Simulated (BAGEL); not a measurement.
# GeHSBr (SMILES [SH][Ge][Br]): HF/6-31G(d) (density fitting with qzvpp-jkfit, spherical functions)

Aim: the vertical ionisation energy of GeHSBr at HF/6-31G* (density fitting with qzvpp-jkfit, spherical functions), from 2 runs. 

The results are computed with BAGEL 1.2.2.

## Step 1: The system as given

GeHSBr: 4 atoms, total charge 0, spin state singlet. As SMILES, `[SH][Ge][Br]`. Geometry: relaxed at PBE0-D4/def2-TZVP.

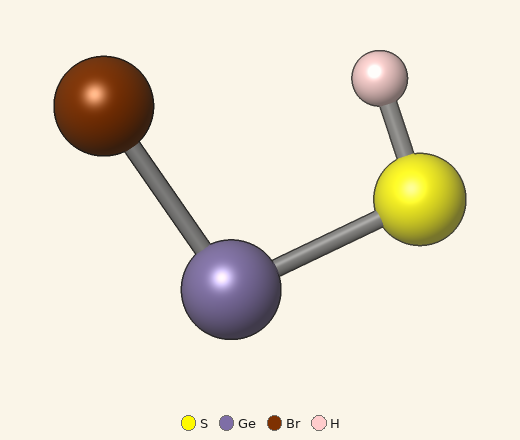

Viewed from a chosen angle; sulfur yellow, germanium purple, bromine brown, hydrogen pink.

## Step 2: The energy at HF/6-31G(d) (density fitting with qzvpp-jkfit, spherical functions)

Contents of hf.json:

```json
{ "bagel" : [

{
  "title" : "molecule",
  "basis" : "6-31gs.json",
  "df_basis" : "qzvpp-jkfit",
  "angstrom" : true,
  "geometry" : [
    { "atom" : "S", "xyz" : [      -0.495400,       1.211900,      -0.684400 ] },
    { "atom" : "Ge", "xyz" : [      -0.978400,      -0.944300,      -0.333500 ] },
    { "atom" : "Br", "xyz" : [       0.876000,      -1.561800,       0.985300 ] },
    { "atom" : "H", "xyz" : [       0.653300,       1.234000,       0.012300 ] }
  ]
},

{ "title" : "hf" },

{ "title" : "print", "file" : "orbitals.molden", "orbitals" : true }

]}
```

The basis set 6-31G* is read from a file made from the Basis Set Exchange's data (not shown).

On the command line:

```bash
$ BAGEL_NUM_THREADS=1 BAGEL hf.json > hf.out
```

Log:

```text
* using 1 threads per process

  ===============================================================
  ===============================================================

  *** Geometry ***

  { "atom" : "S", "xyz" : [     -0.936170,      2.290159,     -1.293329 ] },
  { "atom" : "Ge", "xyz" : [     -1.848908,     -1.784468,     -0.630224 ] },
  { "atom" : "Br", "xyz" : [      1.655400,     -2.951374,      1.861947 ] },
  { "atom" : "H", "xyz" : [      1.234558,      2.331922,      0.023244 ] },

  Number of auxiliary basis functions:      678

  Since a DF basis is specified, we compute 2- and 3-index integrals:
    o Being stored without compression. Storage requirement is 0.038 GB

  Number of basis functions:       84
  Number of electrons      :       84

    * METHOD: MOLECULE                             0.44

  *** RHF ***

  === Nuclear Repulsion ===
   475.4623652940

      * DIIS with orbital gradients will be used.

  === RHF iteration (6-31gs.json) ===
      0      -5045.28464644          0.00651550           0.14
      1      -5045.33031683          0.00372252           0.14
      2      -5045.33984943          0.00086024           0.14
      3      -5045.34105246          0.00030906           0.14
      4      -5045.34125121          0.00011095           0.14
      5      -5045.34127909          0.00004241           0.14
      6      -5045.34128460          0.00001522           0.14
      7      -5045.34128531          0.00000521           0.14
      8      -5045.34128536          0.00000147           0.14
      9      -5045.34128537          0.00000059           0.14
     10      -5045.34128537          0.00000022           0.14
     11      -5045.34128537          0.00000009           0.14
     12      -5045.34128537          0.00000004           0.14
     13      -5045.34128537          0.00000001           0.14
     14      -5045.34128537          0.00000000           0.14
    * SCF iteration converged.

    * Permanent dipole moment:
           (    0.359766,     0.043235,     0.206657) a.u.

    * METHOD: HF                                   2.38

    * METHOD: PRINT                                0.01

  ===============================================================
```

Wall time 3 s (1 thread of Arm Neoverse V2, shared host); peak memory 0.18 GiB.

## Step 3: The doublet cation, same level

Contents of input.json:

```json
{ "bagel": [

{
  "title": "molecule",
  "basis": "6-31gs.json",
  "df_basis": "qzvpp-jkfit",
  "angstrom": true,
  "geometry": [
    { "atom": "S", "xyz": [   -0.495400,    1.211900,   -0.684400 ] },
    { "atom": "Ge", "xyz": [   -0.978400,   -0.944300,   -0.333500 ] },
    { "atom": "Br", "xyz": [    0.876000,   -1.561800,    0.985300 ] },
    { "atom": "H", "xyz": [    0.653300,    1.234000,    0.012300 ] }
  ]
},
{
  "title": "uhf",
  "charge": 1,
  "nopen": 1
},
{
  "title": "print",
  "file": "orbitals.molden",
  "orbitals": true
}

]}
```

The basis set 6-31G* is read from a file made from the Basis Set Exchange's data (not shown).

On the command line:

```bash
$ BAGEL_NUM_THREADS=1 BAGEL input.json > input.out
```

Log:

```text
* using 1 threads per process

  ===============================================================
  ===============================================================

  *** Geometry ***

  { "atom" : "S", "xyz" : [     -0.936170,      2.290159,     -1.293329 ] },
  { "atom" : "Ge", "xyz" : [     -1.848908,     -1.784468,     -0.630224 ] },
  { "atom" : "Br", "xyz" : [      1.655400,     -2.951374,      1.861947 ] },
  { "atom" : "H", "xyz" : [      1.234558,      2.331922,      0.023244 ] },

  Number of auxiliary basis functions:      678

  Since a DF basis is specified, we compute 2- and 3-index integrals:
    o Being stored without compression. Storage requirement is 0.038 GB

  Number of basis functions:       84
  Number of electrons      :       84

    * METHOD: MOLECULE                             0.45

  *** Open-shell HF ***

  === Nuclear Repulsion ===
   475.4623652940

      * DIIS with orbital gradients will be used.

  === UHF iteration (6-31gs.json) ===
      0      -5044.90760658          0.01641903           0.27
      1      -5044.98174979          0.01130727           0.30
      2      -5045.00020749          0.00761688           0.31
      3      -5045.00903140          0.00089127           0.27
      4      -5045.00985459          0.00044467           0.28
      5      -5045.01018696          0.00018642           0.30
      6      -5045.01027211          0.00012182           0.28
      7      -5045.01031471          0.00008656           0.28
      8      -5045.01035793          0.00005387           0.28
      9      -5045.01038166          0.00003158           0.27
     10      -5045.01039285          0.00001628           0.28
     11      -5045.01039511          0.00001103           0.28
     12      -5045.01039639          0.00000694           0.28
     13      -5045.01039672          0.00000410           0.28
     14      -5045.01039682          0.00000255           0.28
     15      -5045.01039687          0.00000116           0.27
     16      -5045.01039688          0.00000066           0.28
     17      -5045.01039689          0.00000036           0.28
     18      -5045.01039689          0.00000022           0.27
     19      -5045.01039689          0.00000014           0.27
     20      -5045.01039689          0.00000011           0.28
     21      -5045.01039689          0.00000009           0.28
     22      -5045.01039689          0.00000005           0.28
     23      -5045.01039689          0.00000003           0.28
     24      -5045.01039689          0.00000002           0.28
     25      -5045.01039689          0.00000001           0.28
     26      -5045.01039689          0.00000001           0.28
    * SCF iteration converged.

    * S^2 (UHF) is 0.7858

    * Permanent dipole moment:
           (    1.037089,    -0.222057,     0.700349) a.u.

    * METHOD: UHF                                  7.87

    * METHOD: PRINT                                0.01

  ===============================================================
```

It took 8.7 s on 1 thread of Arm Neoverse V2, shared host; peak memory 0.18 GiB.

## Step 4: Outcome

Level: HF/6-31G* (density fitting with qzvpp-jkfit, spherical functions).

| quantity | value |
| --- | --- |
| singlet GeHSBr: total energy | -5045.34129 Eh |
| singlet GeHSBr: dipole moment | 1.06 D |
| singlet GeHSBr: HOMO energy | -9.85 eV |
| singlet GeHSBr: LUMO energy | 0.05 eV |
| singlet GeHSBr: HOMO–LUMO gap | 9.90 eV |
| doublet cation: total energy | -5045.01040 Eh |
| doublet cation: ⟨S²⟩ | 0.786 |
| vertical ionisation energy (to the doublet cation) | 9.004 eV |

In words: Removing an electron at fixed nuclei costs 9.00 eV (208 kcal/mol). −ε(HOMO) before ionisation, 9.85 eV, is 0.85 eV above this ionisation energy.
